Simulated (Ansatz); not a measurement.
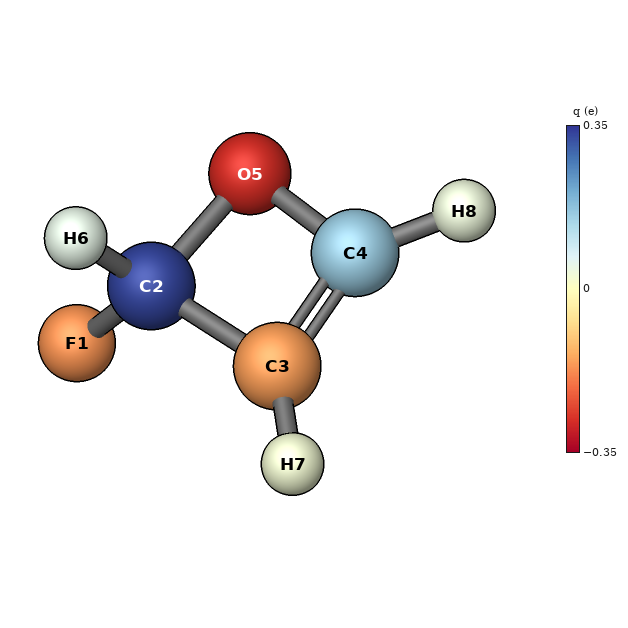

Atoms are coloured by their Mulliken charges. The geometry was computed by an optimisation with PBE-D4/def2-SVP. No frequency run is at hand to confirm it as a minimum. Method: RKS PBE-D4/def2-SVP (Ansatz 0.2.0).

List the Mulliken charges.

```
atom  value (e)
  F1      −0.17
  C2       0.33
  C3      −0.15
  C4       0.16
  O5      −0.28
  H6       0.05
  H7       0.03
  H8       0.04
```

Mulliken values depend strongly on the basis set and can even reverse the polarity of a bond.
